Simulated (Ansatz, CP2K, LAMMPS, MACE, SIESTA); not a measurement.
## Atom list for Amorphous 59Ga2O3-41P2O5 (mol %) (64 atoms)

This is the geometry as built. Method: Kohn-Sham DFT, PBE, PseudoDojo 0.4.1 norm-conserving pseudopotentials (converted to PSML), numerical atomic orbitals (DZP), diagonalisation; shift 0.01 Ry; mesh 350 Ry; levels smeared at 580 K; far from plane-wave PBE on this cell, through basis, grid or potentials (SIESTA 5.4.2); Γ point; density 3.83 g/cm³.

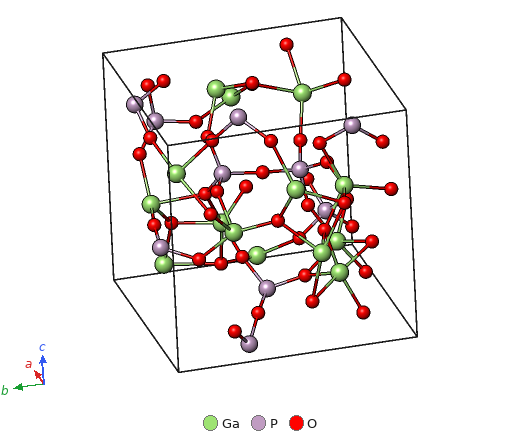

The structure (gallium green, phosphorus pink, oxygen red). Some periodic images of atoms are drawn too.

Cell vectors (Å):

```
9.303 0.000 0.000
0.000 9.303 0.000
0.000 0.000 9.303
```

Positions (Å):

```
1 Ga 8.608 3.879 0.439
2 Ga 6.674 8.375 4.030
3 Ga 0.023 4.414 6.728
4 Ga 5.051 1.669 2.125
5 Ga 7.731 2.045 7.168
6 Ga 2.117 2.351 2.149
7 Ga 2.127 2.009 5.663
8 Ga 6.887 5.614 2.749
9 Ga 0.196 3.474 3.912
10 Ga 1.787 6.458 4.568
11 Ga 2.696 8.340 6.899
12 Ga 6.650 5.648 8.341
13 Ga 8.302 7.586 0.780
14 P 3.287 8.935 3.721
15 P 4.979 5.984 5.593
16 P 4.252 4.650 0.979
17 P 5.196 2.914 5.205
18 P 1.412 1.764 8.377
19 P 8.065 1.264 2.089
20 P 8.696 7.552 6.487
21 P 5.627 9.084 8.661
22 P 1.686 6.089 9.274
23 O 3.563 6.578 5.541
24 O 5.230 0.555 0.623
25 O 5.610 6.326 6.913
26 O 0.829 6.845 0.955
27 O 5.895 6.457 4.477
28 O 8.696 7.775 7.990
29 O 7.660 7.374 2.704
30 O 8.260 6.085 6.409
31 O 8.458 0.182 1.112
32 O 0.764 5.105 8.522
33 O 5.052 5.352 2.062
34 O 2.292 6.997 8.213
35 O 5.189 2.675 3.712
36 O 4.415 8.853 7.750
37 O 4.914 4.440 5.444
38 O 2.597 0.076 5.016
39 O 3.902 3.242 1.439
40 O 9.253 1.635 2.962
41 O 6.918 0.724 2.942
42 O 4.770 8.772 4.015
43 O 7.480 2.498 1.389
44 O 6.518 2.518 5.803
45 O 6.651 0.663 7.941
46 O 3.243 0.756 2.707
47 O 1.585 0.573 7.446
48 O 2.915 5.379 0.636
49 O 9.260 2.180 8.551
50 O 6.260 7.765 9.159
51 O 7.799 8.441 5.640
52 O 2.117 2.859 3.973
53 O 4.065 2.146 5.851
54 O 2.044 2.898 7.568
55 O 7.679 3.990 7.871
56 O 0.048 2.553 5.879
57 O 0.764 3.801 1.736
58 O 2.585 7.650 3.317
59 O 1.965 1.547 0.439
60 O 7.636 5.534 0.760
61 O 5.119 4.622 9.046
62 O 7.899 4.359 3.626
63 O 1.015 4.921 5.119
64 O 0.808 7.562 5.882
```

Q: Give the force and the charge of every atom.

Columns: atom, q, fx, fy, fz (forces in eV/Å, q the Hirshfeld charge in e).

```
1 0.44 1.405 -0.613 1.069
2 0.55 0.607 -0.561 -0.399
3 0.48 0.228 1.127 0.321
4 0.57 1.264 -0.492 -0.098
5 0.54 -0.226 -0.026 0.574
6 0.46 -2.313 1.235 -0.873
7 0.49 0.507 0.698 0.884
8 0.44 0.666 -0.670 0.009
9 0.39 -0.702 0.336 -1.592
10 0.60 -0.088 0.276 0.548
11 0.55 0.276 0.011 1.495
12 0.50 -0.831 -0.068 0.115
13 0.50 -0.357 0.518 0.064
14 0.41 2.131 -0.803 1.155
15 0.44 1.195 -0.148 0.577
16 0.42 2.839 1.570 -0.635
17 0.42 -0.545 -1.971 0.106
18 0.38 1.134 1.393 0.182
19 0.37 1.333 0.029 -1.042
20 0.37 -1.156 -1.643 2.109
21 0.38 -0.082 0.789 -0.567
22 0.42 -0.990 1.191 -2.360
23 -0.21 -1.989 0.710 0.414
24 -0.25 -1.200 1.196 2.164
25 -0.23 0.003 0.461 1.360
26 -0.24 -0.462 0.904 1.971
27 -0.21 1.041 0.715 -1.812
28 -0.27 0.392 1.536 1.199
29 -0.31 -0.580 -0.519 -0.010
30 -0.25 -1.116 -2.672 -0.488
31 -0.25 1.003 -1.685 -1.670
32 -0.22 -0.936 -1.779 -0.602
33 -0.26 -0.077 1.020 1.732
34 -0.26 1.166 0.814 -0.855
35 -0.24 0.137 0.416 -2.132
36 -0.26 -1.475 -0.395 -1.108
37 -0.11 -0.846 0.142 -0.050
38 -0.20 -1.521 0.766 3.192
39 -0.18 -1.132 -3.247 0.851
40 -0.24 1.680 0.060 1.559
41 -0.21 -3.358 -0.654 2.183
42 -0.25 1.592 -0.111 0.205
43 -0.24 -1.384 1.315 -1.043
44 -0.23 1.379 -0.072 0.218
45 -0.25 1.654 1.172 -1.261
46 -0.18 -0.007 1.970 -2.649
47 -0.21 0.222 -2.954 -2.153
48 -0.10 -0.344 -0.093 1.282
49 -0.21 -3.581 -0.200 0.059
50 -0.23 1.240 -2.215 0.568
51 -0.23 -1.556 1.772 -1.402
52 -0.30 -0.825 0.189 -0.026
53 -0.26 -0.981 -0.479 1.075
54 -0.27 1.394 1.464 -1.825
55 -0.26 0.671 -0.483 0.188
56 -0.27 -0.647 0.891 -0.262
57 -0.37 0.505 -0.251 0.683
58 -0.22 -1.522 -2.071 -1.217
59 -0.23 1.407 -1.165 1.894
60 -0.25 -0.260 0.916 -0.632
61 -0.26 0.393 -0.484 -1.829
62 -0.39 -0.741 0.257 0.136
63 -0.29 0.430 -0.333 -0.484
64 -0.21 3.943 0.999 -1.083
```

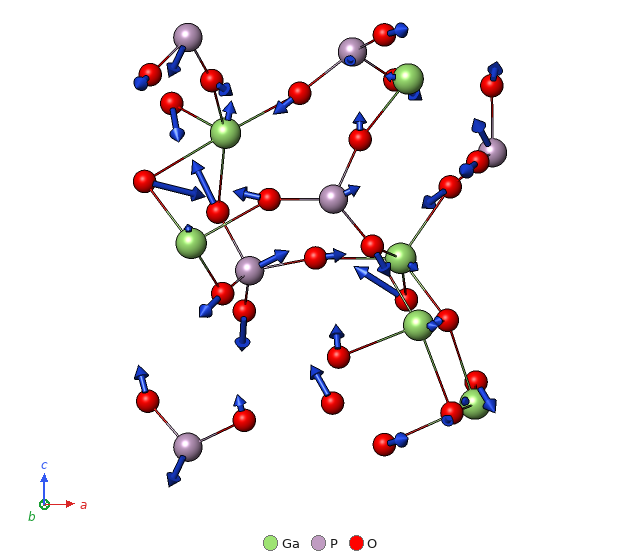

The forces as arrows, the longest 4.21 eV/Å. Drawn is a stretch of 8 Å of the 9 Å that the cell measures along a and a slice 5 Å thick, seen along the normal of the ac plane. Bonds to atoms that aren't drawn are left out.

The quench rate of 100 K/ps is many orders above laboratory rates, so the cell is likely richer in defects and strain than a real sample. The network of bonds at the start is that of the classical potential that made the cell, and needn't be the one that DFT or experiment would give. Only the Γ point is sampled, in a cell whose shortest periodic width is 9 Å.

The r.m.s. force component is 1.26 eV/Å; the longest force, 4.21 eV/Å, acts on O64.

[Logs are printed without paths, hosts, clocks, repeated set-up lines and the standing remarks that a program may print on its own settings, such as how far it seeks lower states.]

[Hosts, paths, dates, database ids (printed as entryN), source tags and the programs' standing remarks are cut or masked in the printed files.]
